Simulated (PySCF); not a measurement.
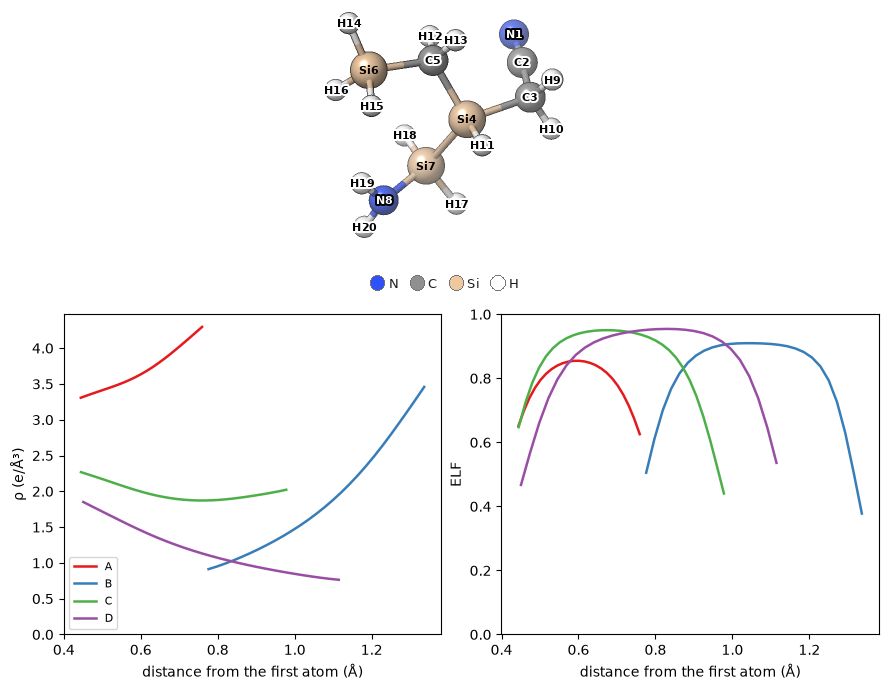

*C3H12N2Si3. Total electron density and electron localisation function along straight lines between neighbouring atoms. The curves leave out the atomic cores. The structure is drawn too.*

Geometry: GFN2-xTB.

Method: PySCF 2.14.0, PBE0/pcSseg-1, SCF density, gas phase, non-relativistic.

```xyz
20

N    -1.5188   -3.2697   -0.7777
C    -1.0683   -2.7882    0.1595
C    -0.4843   -2.1428    1.2846
Si    0.1135   -0.3673    0.7888
C     1.3007   -0.6132   -0.6852
Si    2.0505    0.9710   -1.4112
Si   -1.7180    0.9621    0.3247
N    -1.1345    2.5765    0.4885
H     0.3544   -2.7442    1.6363
H    -1.2216   -2.0863    2.0852
H     0.9427    0.0210    1.9508
H     0.7608   -1.1364   -1.4768
H     2.1122   -1.2807   -0.3895
H     3.0463    0.6438   -2.4339
H     2.6871    1.7497   -0.3450
H     0.9866    1.7830   -2.0125
H    -2.7996    0.8913    1.3164
H    -2.3406    0.6582   -0.9783
H    -0.2817    2.8447    0.0247
H    -1.7925    3.3380    0.4477
```

Question: Which curve belongs to which contact (C–C, C–N, C–Si and Si–N)? The first atom named is at distance zero.

Answer: Curve A: C–N (1.15 Å): ρ at the midpoint is about 3.6 e/Å³; the ELF peaks at about 0.85 between the atoms (a short, multiple covalent bond). Curve B: Si–N (1.72 Å): ρ at the midpoint is about 1.1 e/Å³; the ELF peaks at about 0.90 between the atoms, as expected for a shared but strongly polarised pair. Curve C: C–C (1.42 Å): ρ is about 1.9 e/Å³ halfway; the ELF peaks at about 0.95 between the atoms, as expected for a covalent bond. Curve D: C–Si (1.90 Å): ρ is about 0.89 e/Å³ halfway; the ELF peaks at about 0.95 between the atoms (a shared electron pair).
